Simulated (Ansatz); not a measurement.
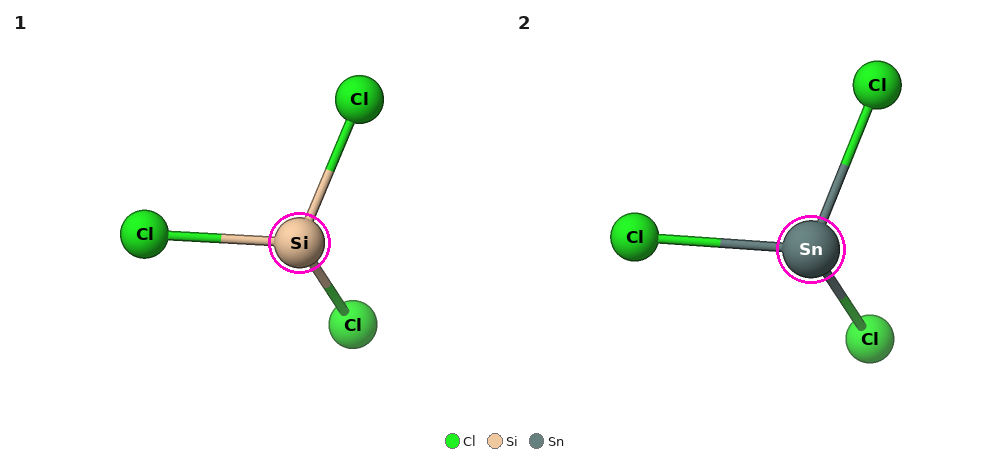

2 molecules with one skeleton, seen from the same side and at one scale; the atom that differs is circled. Charge 0, doublet. Computed geometries: PBE0-D4/def2-TZVP optimisations, one conformation each. Properties computed with Ansatz 0.2.0. Elements past Kr carry core potentials.

One atom differs, called X below: Si in panel 1, Sn in panel 2. Their formulas are SiCl3 (`Cl[Si](Cl)Cl`), SnCl3 (`[Cl][Sn]([Cl])[Cl]`).

Question: In which is the dipole moment larger (PBE0-D4/def2-TZVP)?

Answer: In panel 2 (X = Sn).

Question: In which is the harmonic zero-point energy higher (PBE0-D4/def2-TZVP)?

Answer: In panel 1 (X = Si).

Give the values. With PBE0-D4/def2-TZVP: mean length of X–Cl (Å), mean angle Cl–X–Cl (°), dipole moment (D), harmonic zero-point energy (kJ/mol).

```json
{"quantity": "mean length of X–Cl (Å)", "1 (Si)": "2.043", "2 (Sn)": "2.330", "2 − 1": "+0.287"}
{"quantity": "mean angle Cl–X–Cl (°)", "1 (Si)": "109.4", "2 (Sn)": "107.6", "2 − 1": "−1.8"}
{"quantity": "dipole moment (D)", "1 (Si)": "0.55", "2 (Sn)": "2.02", "2 − 1": "+1.47"}
{"quantity": "harmonic zero-point energy (kJ/mol)", "1 (Si)": "13.3", "2 (Sn)": "8.3", "2 − 1": "−5.0"}
```
